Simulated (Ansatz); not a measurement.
The cell below is CoO in space group I4/mmm. Source of the atomic positions: a calculation's input that goes back to an entry of the Crystallography Open Database (an earlier step may have relaxed or displaced it).

```
CELL_PARAMETERS angstrom
3.01600 0.00000 0.00000
0.00000 3.01600 0.00000
0.00000 0.00000 4.21450
ATOMIC_POSITIONS crystal
Co 0.00000 0.00000 0.00000
O 0.00000 0.00000 0.50000
Co 0.50000 0.50000 0.50000
O 0.50000 0.50000 0.00000
```

Atoms are hard spheres with covalent radii (Cordero): Co 1.26 Å, O 0.66 Å.

Question: Find the largest hole by geometry, and further ones that a grid search gives (radius above 0.15 Å; smaller ones may be missed, and maxima closer than 0.25 Å are merged).

Answer:
| hole | site | x, y, z | radius (Å) | nearest atoms | shape |
| --- | --- | --- | --- | --- | --- |
| V1 | 4d | 0.000, 0.500, 0.750 | 0.58 | 4 Co | tetrahedral |
| V2 | 16n | 0.500, 0.166, 0.835 | 0.47 | 3 Co + 1 O | tetrahedral |

Nearest atoms are those whose sphere lies within 0.15 Å of the hole's sphere; in brackets, those within 0.5 Å. The largest sphere that fits anywhere has a diameter of 1.16 Å; the largest that can travel through the crystal, about 0.7 Å.

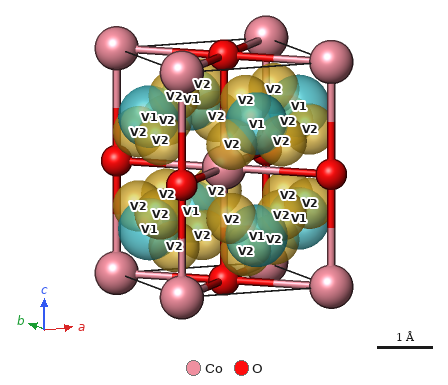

Translucent spheres (V1, V2) fill the 2 holes listed first by a grid search for holes with a radius above 0.15 Å (the largest is sure; smaller ones may be missed, and maxima closer than 0.25 Å are merged) at their true size; atoms are drawn smaller than their model radii. View slightly off an axis.
